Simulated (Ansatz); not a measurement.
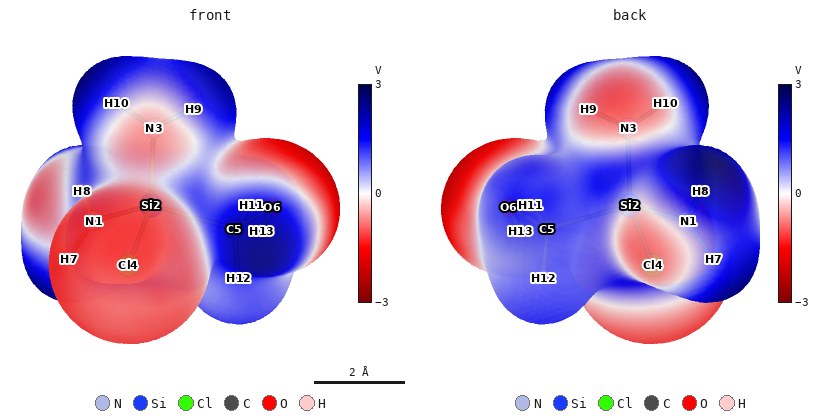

The picture shows: CH7ClN2OSi (SMILES N[Si](N)(Cl)CO). The electrostatic potential painted on the density surface at 0.004 e/bohr³, seen from the front and from behind; the colour scale runs from red (negative) to blue (positive).

All numbers below come from RKS revPBE/6-31G in Ansatz.

Input file:

```
crystal:
  periodic: [false, false, false]
  atoms:
    - { symbol: "N", position_ang: [0.5773, -1.7104, -0.9344] }
    - { symbol: Si, position_ang: [0.3395, -0.1283, -0.2997] }
    - { symbol: "N", position_ang: [1.0206, -0.4588, 1.1823] }
    - { symbol: Cl, position_ang: [1.6075, 1.2156, -1.2758] }
    - { symbol: C, position_ang: [-1.4064, 0.5088, -0.1855] }
    - { symbol: O, position_ang: [-1.626, 1.7431, 0.5792] }
    - { symbol: H, position_ang: [1.5425, -1.8053, -1.1378] }
    - { symbol: H, position_ang: [0.3611, -2.2984, -0.1969] }
    - { symbol: H, position_ang: [0.6995, 0.2335, 1.9118] }
    - { symbol: H, position_ang: [2.05, -0.2565, 1.1485] }
    - { symbol: H, position_ang: [-2.0374, -0.2504, 0.3311] }
    - { symbol: H, position_ang: [-1.8056, 0.6837, -1.1515] }
    - { symbol: H, position_ang: [-1.3021, 2.4886, 0.0436] }
basis:
  gaussian: { orbitals: "6-31G" }
hamiltonian:
  xc: revpbe
relax:
  f_tol: 0.02
  max_steps: 40
scf:
  lower_state_search: "off"
output:
  orbitals: {}
```

Launched as:

```sh
ansatz run input.yaml --threads 1 --pin off --max-ram 2048MiB --backend cpu --events-out ev --progress --plain --runs-dir out
```

The fields are those of the relaxed geometry.

> Describe the electrostatic potential map.

The most negative region (about −2.0 V) lies over O6, the most positive (about +2.6 V) over H7, H8 and H10. O6 is the likeliest acceptor of a hydrogen bond.
